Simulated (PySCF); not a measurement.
## C7H7O2: EPR calculation

System: C7H7O2, multiplicity 2, SMILES [CH2]c1ccc(C(C)=O)o1.
Method: UKS B3LYP, pcH-1 on C H O, non-relativistic, mean-field spin-orbit, GIAO (PySCF 2.14.0).

It belongs to a series of runs on one base structure; here: X = H replaced by COCH3.

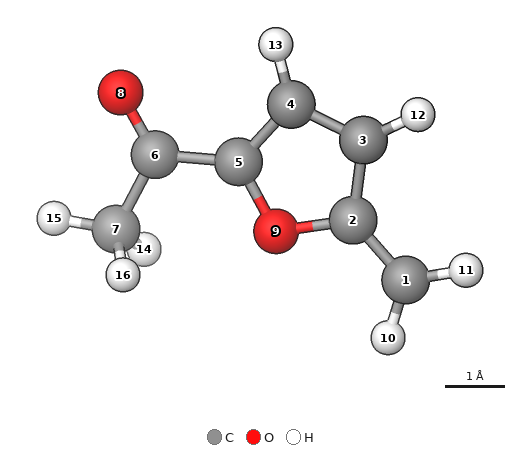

Figure 1. The structure as given in the input (ball-and-stick view, seen at a tilt; atoms are numbered from 1 in the order of the input). Bond lengths as drawn: C–C 1.36 to 1.51 Å, C–H 1.07 to 1.09 Å and C–O 1.22 to 1.37 Å.

**Summary**

- outcome: converged
- total energy: −421.381653 hartree
- ⟨S²⟩: 0.783
- isotropic g: 2.0036
- hardware: 1 CPU thread, shared host
- wall time: 73 s
- peak memory: 1.1 GiB

**The input**
```
{"job": {"kind": "epr", "basis": "pcH-1"}, "charge": 0, "multiplicity": 2}
C     -2.615045     1.130772    -0.055648
C     -1.613449     0.214982    -0.072532
C     -1.664350    -1.204469    -0.191723
C     -0.363868    -1.653352    -0.154562
C      0.453365    -0.527372    -0.015499
C      1.900852    -0.450716     0.072933
C      2.457990     0.943353     0.211039
O      2.593483    -1.451994     0.035649
O     -0.305322     0.593367     0.033056
H     -2.402874     2.178460     0.041976
H     -3.636638     0.816304    -0.139460
H     -2.561974    -1.779580    -0.291556
H     -0.002514    -2.659938    -0.215289
H      2.161419     1.541756    -0.647942
H      3.541174     0.901969     0.275865
H      2.050153     1.415403     1.102282
```

The first line tells a small driver script what to run in PySCF; the rest is the geometry in Å.

Command:
```bash
OMP_NUM_THREADS=1 python <driver script> task.json out
```

**Output**
```
UKS, coarse grid
  cycle   1  E = -421.18995724  |g| = 6.97e-01
  cycle   2  E = -419.85836872  |g| = 1.71e+00
  cycle   3  E = -421.26753230  |g| = 4.47e-01
  cycle   4  E = -421.37361154  |g| = 1.18e-01
  cycle   5  E = -421.37707150  |g| = 8.56e-02
  cycle   6  E = -421.38117215  |g| = 2.17e-02
  cycle   7  E = -421.38146746  |g| = 1.18e-02
  cycle   8  E = -421.38156913  |g| = 5.75e-03
  cycle   9  E = -421.38160666  |g| = 3.49e-03
  cycle  10  E = -421.38161700  |g| = 1.01e-03
  cycle  11  E = -421.38161806  |g| = 5.89e-04
UKS, final grid
  cycle   1  E = -421.38165232  |g| = 8.55e-04
  cycle   2  E = -421.38165164  |g| = 1.47e-03
  cycle   3  E = -421.38165270  |g| = 1.78e-04
  cycle   4  E = -421.38165271  |g| = 5.77e-05
  cycle   5  E = -421.38165272  |g| = 4.57e-05
  cycle   6  E = -421.38165272  |g| = 1.74e-05
E = -421.38165272 Eh   <S^2> = 0.7834 (exact 0.7500)
g shifts (ppm)      1          2          3
  rmc          -184       -184       -184
  gc             -6         32         41
  oz_so          -9       1872       2604
  total        -200       1719       2460
hyperfine (MHz)  atom isotope    a_iso     a_fc   dipolar eigenvalues
    0   13C      44.88      44.88    -44.12    -43.19     87.31
    1   13C     -39.14     -39.14    -24.34      9.93     14.41
    2   13C      29.79      29.79    -25.13    -24.64     49.77
    3   13C     -26.69     -26.69    -20.48      9.70     10.78
    4   13C      31.54      31.54    -31.28    -29.82     61.10
    5   13C     -17.47     -17.47     -3.22      0.13      3.09
    6   13C      -1.82      -1.82     -0.38     -0.20      0.58
    7   17O     -10.31     -10.31    -46.15     22.93     23.22
    8   17O      -7.17      -7.17    -23.58     10.75     12.83
    9    1H     -35.32     -35.32    -20.38     -0.55     20.93
   10    1H     -34.78     -34.78    -20.10     -0.79     20.90
   11    1H     -21.01     -21.01    -10.90     -1.25     12.15
   12    1H       8.04       8.04     -2.96     -1.80      4.76
   13    1H       0.78       0.78     -1.66     -0.84      2.50
   14    1H      -0.70      -0.70     -1.12     -0.50      1.63
   15    1H       0.71       0.71     -1.67     -0.84      2.51
```

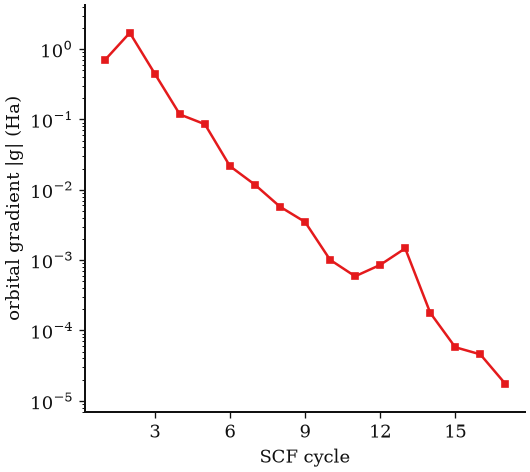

Figure 2. Convergence of the self-consistent field: orbital gradient |g| against the SCF cycle. All cycles printed in the log are drawn one after another.

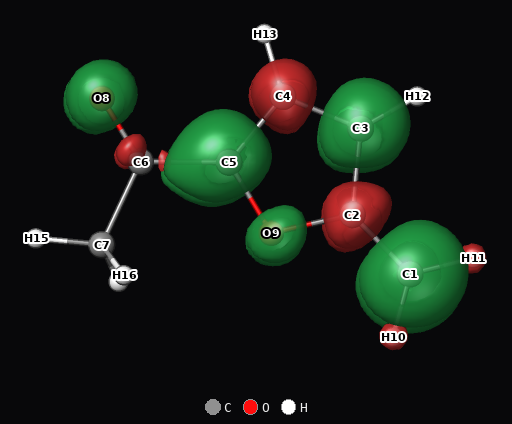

Figure 3. Isosurfaces of the spin density at +0.02 (green) and −0.02 e/Å³ (red), seen face on. The unpaired spin (1 electron) lies mostly on C1 (about 0.4), C5 (about 0.2), C3 (about 0.2) and O8 (about 0.1), in electrons by Hirshfeld's partition.

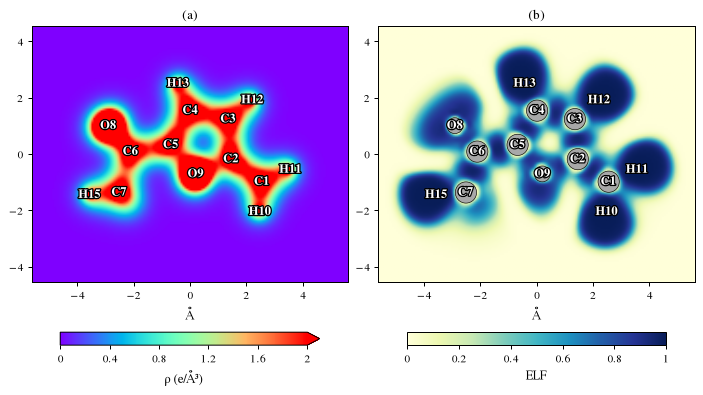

Figure 4. (a) total electron density; (b) electron localisation function on the plane of atoms C3, C2 and O9. Grey discs, where drawn, cover atomic cores. The section cuts through C, O and H sites. C–O (1.22 Å): ρ is about 3.2 e/Å³ halfway; the ELF peaks at about 0.85 between the atoms; a multiple bond by its length, whose ELF region spreads away from the axis. C–H (1.07 Å): ρ is about 2.1 e/Å³ halfway; the ELF climbs to about 1 towards the hydrogen, as it does in any bond to H (a covalent bond by its length).

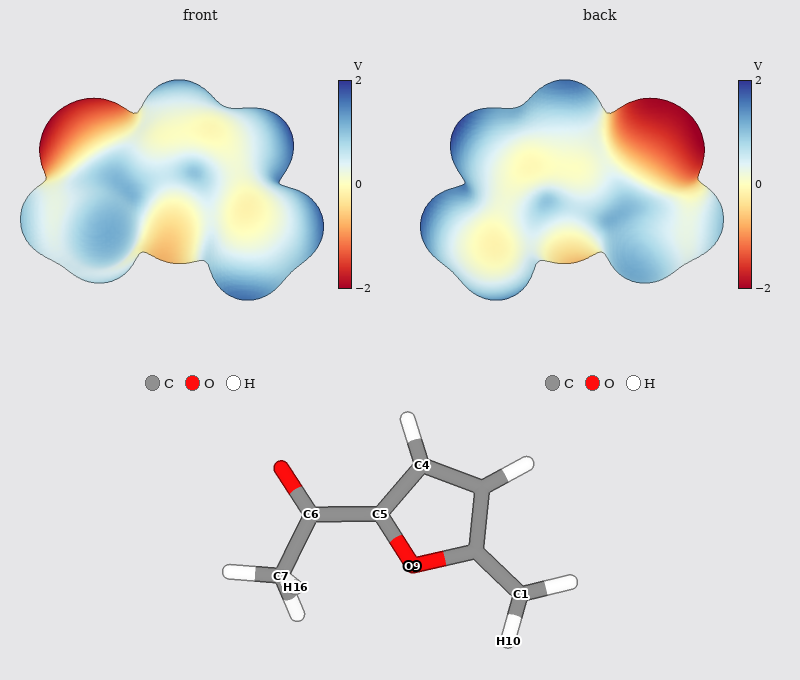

Figure 5. The electrostatic potential painted on the density surface at 0.004 e/bohr³, seen at a tilt and from behind; red is negative and blue positive. The bare structure is drawn below in the same view. A positive charge is drawn to the negative regions and a negative charge to the positive ones.
